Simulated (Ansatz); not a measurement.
**ClFGeH$_{3}$N: density, localisation and related maps**

The calculation's input:

```
crystal:
  periodic: [false, false, false]
  atoms:
    - symbol: Cl
      position_ang: [3.045583, -2.625034, -2.916536]
    - symbol: F
      position_ang: [0.745447, -0.521054, -2.875141]
    - symbol: Ge
      position_ang: [2.082581, -1.016782, -1.844418]
    - symbol: N
      position_ang: [1.534411, -1.705591, -0.261981]
    - symbol: H
      position_ang: [0.967865, -1.094546, 0.313877]
    - symbol: H
      position_ang: [1.112453, -2.624186, -0.319479]
    - symbol: H
      position_ang: [3.003711, 0.186926, -1.711478]
basis:
  gaussian: {orbitals: def2-TZVPD}
hamiltonian: {xc: pbe0}
output: {forces: true, orbitals: {seedname: orbitals}}
```

Launched as:

```sh
ansatz run input.yaml --threads 2 --pin off --max-ram 4350MiB --events-out events.jsonl --progress --plain --runs-dir runs
```

Geometry: B3LYP-D3(BJ)/6-311G**.

Computed with isolated molecule in a Gaussian basis; Kohn-Sham density functional theory, functional PBE0 (Ansatz).

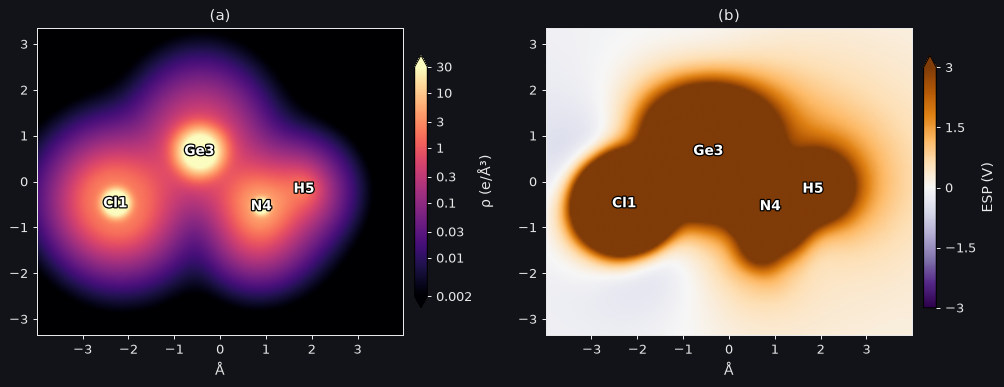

Figure 1. (a) total electron density; (b) electrostatic potential on the plane of atoms Cl1, Ge3 and N4.

### What does the map show?

- The plane passes through Cl, Ge, N and H nuclei.
- Ge–N (1.81 Å): the density is about 1 e/Å³ at the midpoint.
- Ge–Cl (2.16 Å): ρ is about 0.78 e/Å³ halfway.
- N–H (1.01 Å): ρ is about 2.9 e/Å³ halfway.
- Outside the dense part of the molecule the potential is most negative (−0.5 V) near Cl1.

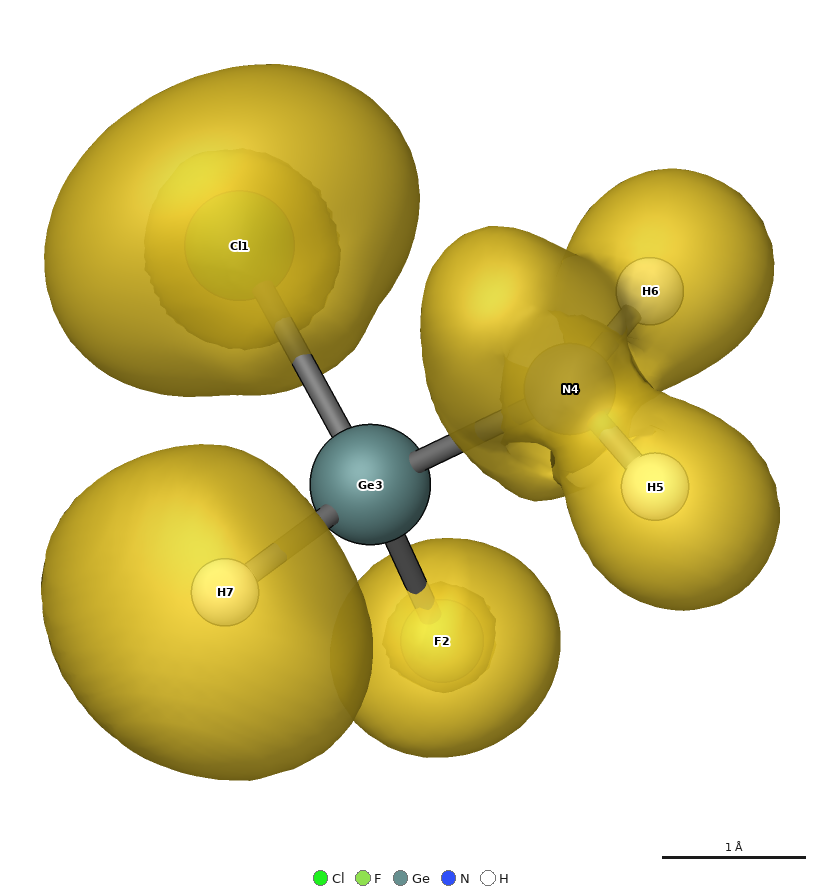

Figure 2. Isosurface of the electron localisation function at 0.75 (yellow), seen at a tilt. Only the valence region is drawn (cores and ρ < 0.01 e/Å³ removed).

### Describe the localisation domains.

At this value the surface marks out one region around a hydrogen nucleus, one region on Cl in which the atom's valence shell and bonds are merged, one region wrapped around F (its valence shell) and one joined region spread over several atoms (H, N), in which their bonds and any lone pairs are merged.


Ge–F (1.76 Å): the ELF peaks at about 0.80 in the valence shell of F, 0.5 Å from its nucleus, and is about 0.25 at the midpoint. Ge–N (1.81 Å): the ELF peaks at about 0.85 in the valence shell of N, 0.7 Å from its nucleus, and is about 0.50 at the midpoint.

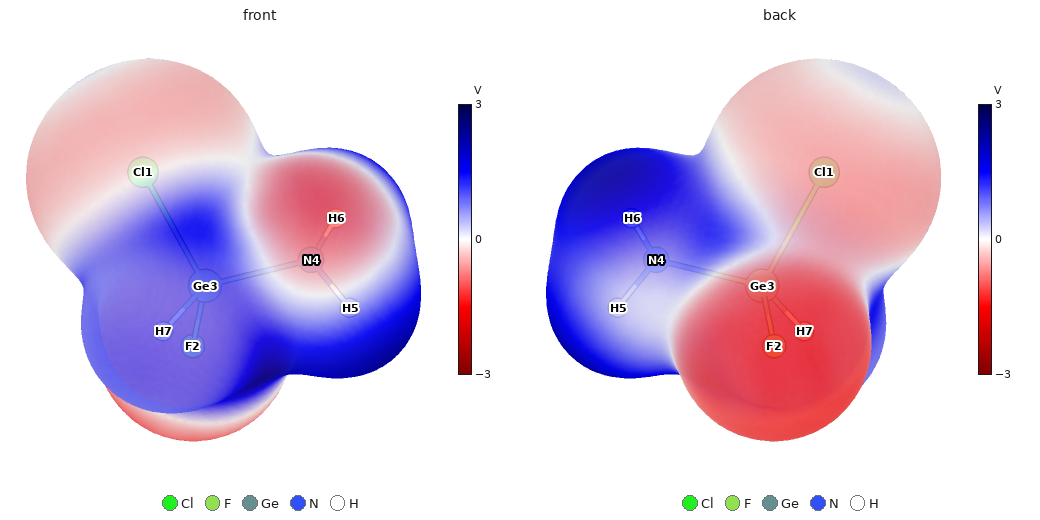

Figure 3. The electrostatic potential painted on the density surface at 0.002 e/bohr³, seen from the front and from behind; red is negative and blue positive.

### Describe the electrostatic potential map.

The most negative region (about −1.2 V) lies over F2, the most positive (about +2.3 V) over Ge3 and H5. Cl1 shows a σ-hole: about +0.2 V at the tip opposite its bond, against about −0.4 V on its flanks.

### How polar is the molecule by this calculation?

Its dipole moment is 2.50 D.
